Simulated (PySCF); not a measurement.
C2H9AlO4Si, SMILES [CH3][Al]([CH3])[O][Si](O)(O)O at its GFN2-xTB optimised geometry (Å):

```
17

Al     0.5687    -0.7832     0.0000
C     -0.7049    -2.3205     0.0009
H     -1.3610    -2.2925     0.8764
H     -0.2049    -3.2902     0.0008
H     -1.3625    -2.2929    -0.8736
C      2.5644    -0.7832     0.0000
H      2.9615    -0.2142    -0.8463
H      2.9920    -1.7856    -0.0508
H      2.9628    -0.3053     0.9003
O     -0.1456     0.7347     0.0000
Si    -0.8697     2.1978     0.0157
O     -1.0820     2.6931     1.5439
O     -2.3116     2.1089    -0.7180
O      0.0418     3.2902    -0.7594
H     -0.3198     2.9929     2.0294
H     -2.9920     1.5820    -0.3098
H      0.1354     3.2146    -1.7038
```

Computed with PySCF with PBE0/def2-SVP. Cells within 0.4 Å of a nucleus heavier than hydrogen are left out (blank, or x).

Map of the Laplacian of the electron density (e/bohr⁵), clipped to [-1.50, 1.50] on the plane z = 0.0 Å:

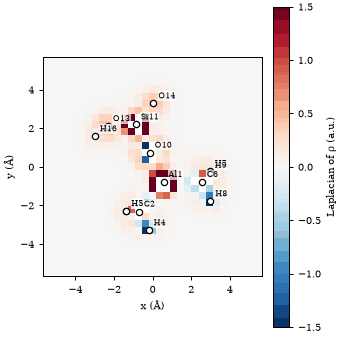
Figure. Laplacian of the electron density (e/bohr⁵), clipped to [-1.50, 1.50] on the plane z = 0.0 Å.
